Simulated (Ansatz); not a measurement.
**AlSi (quartet): correlated methods under varied settings at distance Si1–Al2 = 5.424 Å**

Aim: run AlSi (quartet) at one geometry under a spread of methods and options, and see what each costs and gives.

Program: Ansatz 0.2.0, Gaussian basis. Level of theory: the settings change from run to run. These are calculated values, not measurements.

23 further runs of the same task are left out: 19 that didn't finish, 4 set aside as unsound or not needed.

## (1) The system

The geometry derives from a PBE0/def2-TZVP stationary point (not a proven minimum). One bond is set to the value named and the two fragments are kept rigid.

2 atoms, charge 0, spin multiplicity 4.

Atoms are counted from 1 here; the program's logs count them from 0.

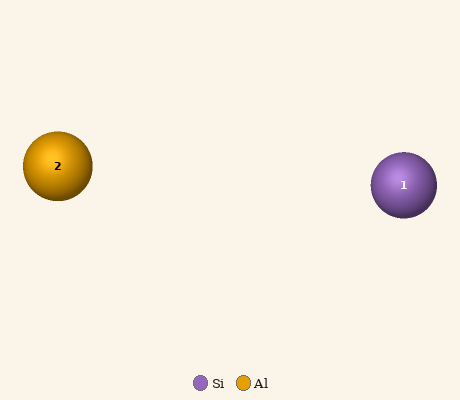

The geometry (silicon purple, aluminium amber); atoms are numbered from 1 in the order of the file.

Geometry (Å):

| atom | x (Å) | y (Å) | z (Å) |
| --- | --- | --- | --- |
| Si1 | 0.00000 | 0.00000 | 0.00000 |
| Al2 | 0.00000 | 0.00000 | 5.42400 |

## (2) NEVPT2(3,4)/6-31G

in.yaml reads:

```yaml
crystal:
  periodic: [false, false, false]
  atoms:
    - {symbol: Si, position_ang: [0.000000, 0.000000, 0.000000]}
    - {symbol: Al, position_ang: [0.000000, 0.000000, 5.424000]}
basis:
  gaussian: {orbitals: 6-31G, fitting: {mean_field: def2-universal-jkfit}}
magnetization: {spin_polarized: false, initial_magnetization: 3}
hamiltonian: {pseudopotentials: {relativity: scalar}}
correlation: {method: sc_nevpt2, electrons: valence, active_space: {window: {electrons: 3, orbitals: 4}, states: [{multiplicity: 4, weights: [1, 1, 1, 0.5]}]}}
```

Launch:

```console
$ ansatz run in.yaml --threads 1 --pin off --events-out ev --progress --plain --max-ram 2393MiB
```

What it wrote (excerpt; [...] marks lines left out):

```text
Functional definition: HF
  name "HF"
  cite "Fock, Z. Phys. 61, 126 (1930) doi:10.1007/BF01340294"
  parent pbe
[...]
256 factors; integrals over basis functions are off by at most 1.3e-3 eV
[...]
mean field -14466.28821256 eV, -531.6262862094 hartree, gradient 1.1e-6 eV, S^2 3.750000; 23 other end points of the search recorded, 0 dependent functions left out
reference -14466.28821256 eV, -531.6262862094 hartree; 15, 12 occupied and 11, 14 virtual orbitals, 256 factors
state -14466.22945564 eV, -531.6241269323 hartree
state -14466.22117825 eV, -531.6238227439 hartree
state -14466.20569319 eV, -531.6232536783 hartree
state -14463.53117971 eV, -531.5249671207 hartree
state -14466.22945564 eV, -531.6241269323 hartree; corrected -14467.09702645 eV, -531.6560095716 hartree
state -14466.22117825 eV, -531.6238227439 hartree; corrected -14467.08807715 eV, -531.6556806909 hartree
state -14466.20569319 eV, -531.6232536783 hartree; corrected -14467.06882169 eV, -531.6549730655 hartree
state -14463.53117971 eV, -531.5249671207 hartree; corrected -14465.78132013 eV, -531.6076582562 hartree
WARN: the results are in doubt because a perturber lies 0.139 eV below the state at -14463.53117971 eV, -531.5249671207 hartree; its orbitals belong in the active space
WARN: the results are in doubt because second-order terms overshoot by 5.1e-2 eV; their orbitals belong in the active space
Total energy: -14466.89845296 eV, -531.6487121303 hartree
Relativity: scalar
In doubt: a perturber lies 0.139 eV below the state at -14463.53117971 eV, -531.5249671207 hartree; its orbitals belong in the active space
In doubt: second-order terms overshoot by 5.1e-2 eV; their orbitals belong in the active space
```

Run time: 1.5 s. Hardware: 1 thread of Arm Neoverse V1, shared host.

From the report: 3 determinants; active occupations (of the averaged states) 0.86, 0.71, 0.71, 0.71. The program marks this result as in doubt; its last lines say why.

## (3) CCSDT(Q) on UHF/6-31G*

in.yaml reads:

```yaml
crystal:
  periodic: [false, false, false]
  atoms:
    - {symbol: Si, position_ang: [0.000000, 0.000000, 0.000000]}
    - {symbol: Al, position_ang: [0.000000, 0.000000, 5.424000]}
basis:
  gaussian: {orbitals: "6-31G*"}
magnetization: {spin_polarized: true, initial_magnetization: 3}
correlation: {method: ccsdt_q, electrons: outside_noble_gas}
scf: {omitted_lower_state_checks: [cluster_reference]}
```

Launched as before.

What it wrote (excerpt; [...] marks lines left out):

```text
Functional definition: HF
  name "HF"
  cite "Fock, Z. Phys. 61, 126 (1930) doi:10.1007/BF01340294"
  parent pbe
[...]
544 factors; integrals over basis functions are off by at most 1.1e-7 eV
[...]
mean field -14440.81991750 eV, -530.6903436288 hartree, gradient 1.4e-6 eV, S^2 3.762891; 24 other end points of the search recorded, 0 dependent functions left out
10 core orbitals not correlated: weight in the atoms' cores, before any rotation towards them, 1.000 or more for the frozen orbitals, at most 0.000 for the correlated occupied ones
reference -14440.81991750 eV, -530.6903436288 hartree; 5, 2 occupied and 23, 26 virtual orbitals, 544 factors
second order -1.90005760 eV of doubles, -0.00000000 eV of singles
cycle   1  -2.44291789 eV  change   -5.4e-1 eV  update   7.8e-2
[...]
cycle  32  -2.79488507 eV  change   -1.3e-7 eV  update   2.1e-7
perturbative correction -0.00339792 eV, -0.0001248712 hartree
Total energy: -14443.61820049 eV, -530.7931786319 hartree
Checks for a lower state left out: cluster_reference
```

Wall time 7.5 s (1 thread of Arm Neoverse V1, shared host).

From the report: ⟨S²⟩ of the determinant 3.763 (pure quartet: 3.75); correlation -2.7983 eV; T1 0.015; largest double amplitude 0.13.

## (4) CCSD/cc-pVDZ

in.yaml reads:

```yaml
crystal:
  periodic: [false, false, false]
  atoms:
    - {symbol: Si, position_ang: [0.000000, 0.000000, 0.000000]}
    - {symbol: Al, position_ang: [0.000000, 0.000000, 5.424000]}
basis:
  gaussian: {orbitals: cc-pVDZ}
magnetization: {spin_polarized: false, initial_magnetization: 3}
hamiltonian: {xc: {name: B3LYP}}
correlation: {method: ccsd, electrons: outside_noble_gas}
output: {forces: true}
```

Launched as before.

What it wrote (excerpt; [...] marks lines left out):

```text
Functional definition: B3LYP
  name "B3LYP"
  cite "Stephens, Devlin, Chabalowski & Frisch, J. Phys. Chem. 98, 11623 (1994) doi:10.1021/j100096a001"
  cite "Becke, Phys. Rev. A 38, 3098 (1988) doi:10.1103/PhysRevA.38.3098"
  cite "Lee, Yang & Parr, Phys. Rev. B 37, 785 (1988) doi:10.1103/PhysRevB.37.785"
  cite "Vosko, Wilk & Nusair, Can. J. Phys. 58, 1200 (1980) doi:10.1139/p80-159"
[...]
367 factors; integrals over basis functions are off by at most 2.6e-4 eV
[...]
mean field -14470.33656244 eV, -531.7750603233 hartree, gradient 2.2e-6 eV, S^2 3.750000; 15 other end points of the search recorded, 0 dependent functions left out
[...]
10 core orbitals not correlated: weight in the atoms' cores, before any rotation towards them, 1.000 or more for the frozen orbitals, at most 0.000 for the correlated occupied ones
reference -14441.22218036 eV, -530.7051265163 hartree; 5, 2 occupied and 21, 24 virtual orbitals, 367 factors
second order -2.25077773 eV of doubles, -0.25104083 eV of singles
cycle   1  -3.12737639 eV  change   -6.2e-1 eV  update   8.8e-2
[...]
cycle  23  -3.48020162 eV  change   -2.8e-8 eV  update   1.8e-8
[...]
Total energy: -14444.70238198 eV, -530.8330215669 hartree
Atom 0 at     0.000000     0.000000     0.000000 Å, force     0.000000     0.000000     0.059663 eV/Å
Atom 1 at     0.000000     0.000000     5.424000 Å, force    -0.000000     0.000000    -0.059663 eV/Å
Dipole moment:     0.000000    -0.000000     0.087098 e Å
```

Wall time 14 s (1 thread of Arm Neoverse V1, shared host).

From the report: correlation -3.4802 eV; T1 0.076; largest double amplitude 0.11. The orbitals are Kohn-Sham ones, so correlation energy and T1 don't compare with those on Hartree-Fock orbitals.

## (5) CCSD on UHF/6-31G

in.yaml reads:

```yaml
crystal:
  periodic: [false, false, false]
  atoms:
    - {symbol: Si, position_ang: [0.000000, 0.000000, 0.000000]}
    - {symbol: Al, position_ang: [0.000000, 0.000000, 5.424000]}
basis:
  gaussian: {orbitals: 6-31G}
magnetization: {spin_polarized: true, initial_magnetization: 3}
correlation: {method: ccsd, electrons: outside_noble_gas, diis_vectors: 2}
```

The command is unchanged.

What it wrote (excerpt; [...] marks lines left out):

```text
Functional definition: HF
  name "HF"
  cite "Fock, Z. Phys. 61, 126 (1930) doi:10.1007/BF01340294"
  parent pbe
[...]
278 factors; integrals over basis functions are off by at most 2.4e-4 eV
[...]
mean field -14440.65511984 eV, -530.6842874265 hartree, gradient 2.8e-6 eV, S^2 3.750381; 44 other end points of the search recorded, 0 dependent functions left out
determinant -14440.65511984 eV, -530.6842874265 hartree, with singles and doubles -14442.10651183 eV, -530.7376250985 hartree
determinant -14440.62411626 eV, -530.6831480659 hartree, with singles and doubles -14442.06396172 eV, -530.7360614105 hartree
determinant -14440.61578493 eV, -530.6828418952 hartree, with singles and doubles -14442.05546386 eV, -530.7357491199 hartree
determinant -14440.59765883 eV, -530.6821757732 hartree, with singles and doubles -14442.03456355 eV, -530.7349810478 hartree
[...]
determinant -14440.62411626 eV, -530.6831480659 hartree, with singles and doubles -14442.06579661 eV, -530.7361288417 hartree
determinant -14440.61578493 eV, -530.6828418952 hartree, with singles and doubles -14442.05567614 eV, -530.7357569211 hartree
determinant -14440.59765883 eV, -530.6821757732 hartree, with singles and doubles -14442.03536557 eV, -530.7350105215 hartree
determinant -14440.57769748 eV, -530.6814422072 hartree, with singles and doubles -14442.01598452 eV, -530.7342982811 hartree
10 core orbitals not correlated: weight in the atoms' cores, before any rotation towards them, 1.000 or more for the frozen orbitals, at most 0.000 for the correlated occupied ones
reference -14440.65511984 eV, -530.6842874265 hartree; 5, 2 occupied and 11, 14 virtual orbitals, 278 factors
second order -0.86854678 eV of doubles, -0.00000000 eV of singles
cycle   1  -1.45155855 eV  change    6.0e-7 eV  update   3.9e-6
Total energy: -14442.10667839 eV, -530.7376312194 hartree
```

Run time: 3.9 s. Hardware: 1 thread of Arm Neoverse V1, shared host.

From the report: ⟨S²⟩ of the determinant 3.750 (pure quartet: 3.75); correlation -1.4516 eV; T1 0.013; largest double amplitude 0.11.

## (6) BCCD on ROHF/cc-pVDZ

in.yaml reads:

```yaml
crystal:
  periodic: [false, false, false]
  atoms:
    - {symbol: Si, position_ang: [0.000000, 0.000000, 0.000000]}
    - {symbol: Al, position_ang: [0.000000, 0.000000, 5.424000]}
basis:
  gaussian: {orbitals: cc-pVDZ, point_charges: [{charge: -0.50, position_ang: [3.371, -0.877, 0.891]}]}
magnetization: {spin_polarized: false, initial_magnetization: 3}
correlation: {method: bccd, electrons: outside_noble_gas}
accuracy: high
```

Launched as before.

What it wrote (excerpt; [...] marks lines left out):

```text
Functional definition: HF
  name "HF"
  cite "Fock, Z. Phys. 61, 126 (1930) doi:10.1007/BF01340294"
  parent pbe
[...]
639 factors; integrals over basis functions are off by at most 3.4e-9 eV
[...]
mean field -14441.76519156 eV, -530.7250818098 hartree, gradient 1.3e-8 eV, S^2 3.750000; 26 other end points of the search recorded, 0 dependent functions left out
[...]
determinant -14441.76519156 eV, -530.7250818098 hartree, with singles and doubles -14444.95914141 eV, -530.8424573020 hartree
determinant -14441.75328723 eV, -530.7246443336 hartree, with singles and doubles -14444.94875508 eV, -530.8420756113 hartree
determinant -14441.67160638 eV, -530.7216426178 hartree, with singles and doubles -14444.87442381 eV, -530.8393439875 hartree
determinant -14441.55046423 eV, -530.7171907258 hartree, with singles and doubles -14444.75999212 eV, -530.8351387005 hartree
[...]
determinant -14441.52810207 eV, -530.7163689316 hartree, with singles and doubles -14444.74091711 eV, -530.8344377069 hartree
determinant -14441.51713637 eV, -530.7159659497 hartree, with singles and doubles -14444.73100744 eV, -530.8340735332 hartree
determinant -14441.45069505 eV, -530.7135242763 hartree, with singles and doubles -14444.66920109 eV, -530.8318021917 hartree
determinant -14441.43619977 eV, -530.7129915847 hartree, with singles and doubles -14444.65714765 eV, -530.8313592357 hartree
10 core orbitals not correlated: weight in the atoms' cores, before any rotation towards them, 1.000 or more for the frozen orbitals, at most 0.000 for the correlated occupied ones
reference -14441.76519156 eV, -530.7250818098 hartree; 5, 2 occupied and 21, 24 virtual orbitals, 639 factors
second order -2.12069076 eV of doubles, -0.11030267 eV of singles
cycle   1  -3.19948421 eV  change   -5.4e-3 eV  update   2.2e-3
[...]
cycle  35  -3.19734432 eV  change  -3.3e-11 eV  update  5.1e-10
Total energy: -14444.96253588 eV, -530.8425820465 hartree
```

It took 11 s on 1 thread of Arm Neoverse V1, shared host.

From the report: correlation -3.1973 eV; largest double amplitude 0.09.

## (7) CCSD(T) on ROHF/cc-pVDZ

in.yaml reads:

```yaml
crystal:
  periodic: [false, false, false]
  atoms:
    - {symbol: Si, position_ang: [0.000000, 0.000000, 0.000000]}
    - {symbol: Al, position_ang: [0.000000, 0.000000, 5.424000]}
basis:
  gaussian: {orbitals: cc-pVDZ, fitting: {mean_field: def2-universal-jkfit}, point_charges: [{charge: -0.50, position_ang: [2.967, -0.620, -0.715]}]}
magnetization: {spin_polarized: false, initial_magnetization: 3}
correlation: {method: ccsd_t, electrons: all, diis_vectors: 4}
```

Launched as before.

What it wrote (excerpt; [...] marks lines left out):

```text
Functional definition: HF
  name "HF"
  cite "Fock, Z. Phys. 61, 126 (1930) doi:10.1007/BF01340294"
  parent pbe
[...]
256 factors; integrals over basis functions are off by at most 5.2e-2 eV
[...]
mean field -14441.86618498 eV, -530.7287932494 hartree, gradient 1.4e-9 eV, S^2 3.750000; 26 other end points of the search recorded, 0 dependent functions left out
[...]
determinant -14441.86618498 eV, -530.7287932494 hartree, with singles and doubles -14445.30213384 eV, -530.8550620410 hartree
determinant -14441.86279813 eV, -530.7286687849 hartree, with singles and doubles -14445.29906654 eV, -530.8549493198 hartree
determinant -14441.77664349 eV, -530.7255026605 hartree, with singles and doubles -14445.22235341 eV, -530.8521301644 hartree
determinant -14441.53447101 eV, -530.7166029861 hartree, with singles and doubles -14444.99413881 eV, -530.8437434327 hartree
[...]
determinant -14441.51889048 eV, -530.7160304119 hartree, with singles and doubles -14444.98027017 eV, -530.8432337693 hartree
determinant -14441.49962595 eV, -530.7153224537 hartree, with singles and doubles -14444.96349750 eV, -530.8426173853 hartree
determinant -14441.49806311 eV, -530.7152650204 hartree, with singles and doubles -14444.96162265 eV, -530.8425484857 hartree
determinant -14441.48389786 eV, -530.7147444569 hartree, with singles and doubles -14444.94737439 eV, -530.8420248720 hartree
determinant -14441.43736408 eV, -530.7130343720 hartree, with singles and doubles -14444.90778265 eV, -530.8405699023 hartree
[...]
reference -14441.86618498 eV, -530.7287932494 hartree; 15, 12 occupied and 21, 24 virtual orbitals, 256 factors
second order -2.38384258 eV of doubles, -0.10977467 eV of singles
cycle   1  -3.43584778 eV  change    2.3e-6 eV  update   5.4e-6
perturbative correction -0.06034712 eV, -0.0022177156 hartree
Total energy: -14445.36237987 eV, -530.8572760420 hartree
```

It took 32 s on 1 thread of Arm Neoverse V1, shared host.

From the report: correlation -3.4962 eV; T1 0.012; largest double amplitude 0.11.

## (8) The runs in one table

Where basis and cores are those of an earlier FCI/cc-pVDZ run (-14444.8805 eV), and the state is the same kind, the miss against it is given. † marks a result that the program doubts.

| level | correlated | functions | energy (eV) | from FCI (meV) | time |
| --- | --- | --- | --- | --- | --- |
| NEVPT2(3,4)/6-31G (mean of several states, relativity set) † | valence | 26 | -14466.8985 |  | 1.5 s |
| CCSDT(Q) on UHF/6-31G* | outside noble gas | 38 | -14443.6182 |  | 7.5 s |
| CCSD/cc-pVDZ (on B3LYP orbitals) | outside noble gas | 36 | -14444.7024 | 178.1 | 14 s |
| CCSD on UHF/6-31G | outside noble gas | 26 | -14442.1067 |  | 3.9 s |
| BCCD on ROHF/cc-pVDZ (beside a point charge) | outside noble gas | 36 | -14444.9625 |  | 11 s |
| CCSD(T) on ROHF/cc-pVDZ (beside a point charge) | all | 36 | -14445.3624 |  | 32 s |

## (9) What came out

| quantity | value |
| --- | --- |
| runs | 6 |
| quickest | NEVPT2(3,4)/6-31G (mean of several states, relativity set) †, 1.5 s |
| slowest | CCSD(T) on ROHF/cc-pVDZ (beside a point charge), 32 s |

**Reading.** Total energies in different bases, with other cores or another treatment of relativity can't be set against each other. CCSD(T) on ROHF/cc-pVDZ (beside a point charge) took 22 times as long as NEVPT2(3,4)/6-31G (mean of several states, relativity set) †; the jobs differ in more than the method. Cores frozen from Kohn-Sham orbitals shift the total energy.
